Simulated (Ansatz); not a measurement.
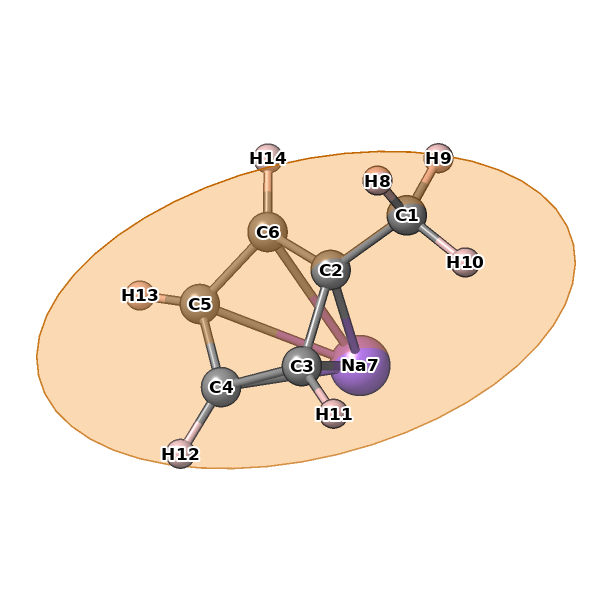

A disc through the centre of mass is drawn in. Atoms fade into the background with distance from the viewer. Computed geometry: PBE0-D4/def2-TZVP optimisation. No frequency run is at hand to confirm it as a minimum.

Question: Is the plane of the disc a mirror plane of the structure?

Answer: Yes. The reflection leaves C1, C2, Na7, H8 in place and moves C3 ↔ C6; C4 ↔ C5; H9 ↔ H10; H11 ↔ H14; H12 ↔ H13. The point group is Cs.
